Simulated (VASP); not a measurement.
Band structure of InP (zinc blende). Calculation: SCAN meta-GGA, VASP's PBE PAW potentials (set 64) (plane waves; VASP).

Unless said otherwise, spin-orbit coupling is left out, though it shifts the bands of the heavy elements here.

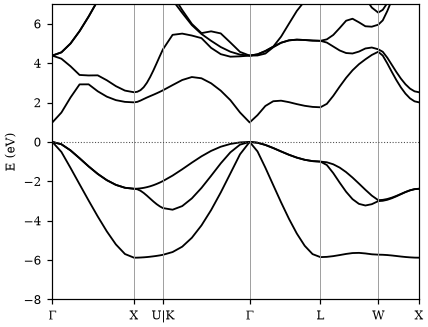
*Bands along high-symmetry lines, zero at the valence-band maximum or, without a gap, the Fermi level*

Task: Read the plot: is there a gap, and where are the band edges?

Result: The gap is direct, 0.99 eV, from the valence maximum at Γ to the conduction minimum at Γ.

Measured: gap 1.47 eV (computed value off by -0.48 eV), as given by Wei Chen et al., Physical Review Materials (2018), doi:10.1103/physrevmaterials.2.073803 [zero-point renormalisation of 0.05 eV added back (the table's ZPR column)].

The compound is InP in the zinc blende structure. It was relaxed first.
